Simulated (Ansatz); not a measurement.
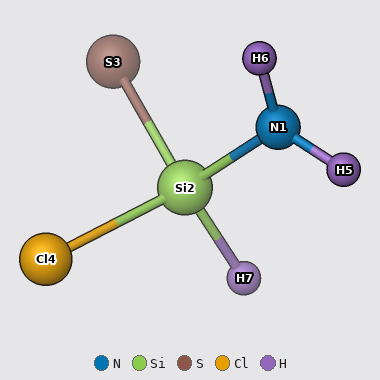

The system is ClH3NSSi, SMILES N[SiH]([S])Cl, spin multiplicity 2; the picture shows the reference structure. Coordinates scanned: (1) bond length N1–Si2; (2) dihedral H5–N1–Si2–S3. Nothing is relaxed (all other coordinates rigid). Grid: 7 × 8 points. Points are written as (first, second). Energies are in kcal/mol, from the lowest grid point. Energies and slopes of some neighbouring points disagree (a jump in structure or state, or too coarse a mesh). Method: UKS PBE0-D4/def2-SVP in Ansatz 0.2.0.

Its coordinates:

```xyz
7

N     0.3176    0.2874   -1.0382
Si   -0.2136   -0.3248    0.4610
S    -2.0223    0.6517    0.9727
Cl    0.9836    0.0933    2.1139
H     0.9054   -0.2547   -1.6609
H     0.3468    1.2817   -1.2324
H    -0.2564   -1.8027    0.3380
```

Range: bond length N1–Si2 from 1.466 to 2.386 Å; dihedral H5–N1–Si2–S3 from −180 to 135°.

Q: Predict the map.

A: The lowest grid point is at (1.772 Å, −135°). Other grid points that lie below all their neighbours: (1.772 Å, 45°) (0.17 kcal/mol higher). The highest grid point, (2.386 Å, −45°), lies 63.4 kcal/mol above the lowest.

| dihedral H5–N1–Si2–S3 ↓, bond length N1–Si2 → | 1.466 | 1.619 | 1.772 | 1.926 | 2.079 | 2.233 | 2.386 |
| --- | --- | --- | --- | --- | --- | --- | --- |
| 135 | 38.1 | 8.7 | 5.9 | 15.9 | 30.8 | 46.3 | 59.5 |
| 90 | 35.4 | 6.3 | 3.7 | 13.6 | 28.4 | 44.1 | 57.8 |
| 45 | 30.3 | 2.0 | 0.2 | 10.8 | 26.4 | 42.8 | 57.2 |
| 0 | 31.9 | 3.5 | 1.6 | 12.3 | 28.0 | 44.6 | 59.2 |
| −45 | 38.5 | 9.3 | 6.7 | 16.7 | 32.0 | 48.8 | 63.4 |
| −90 | 36.1 | 7.0 | 4.5 | 14.6 | 30.0 | 46.7 | 62.2 |
| −135 | 29.9 | 1.7 | 0.0 | 10.8 | 26.8 | 44.0 | 59.9 |
| −180 | 30.6 | 2.4 | 0.6 | 11.4 | 27.4 | 44.6 | 59.9 |

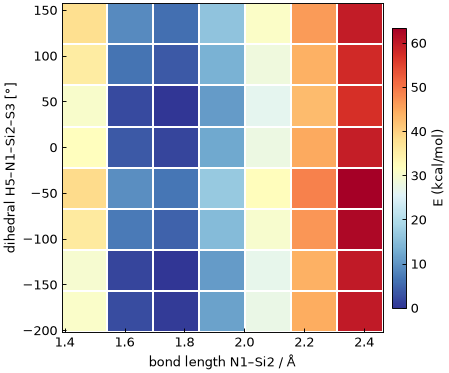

In the figure: one coloured cell a grid point.

Time for the 56 points that were run: 17 min on 1 thread of Arm Neoverse V1, with other jobs on the host.
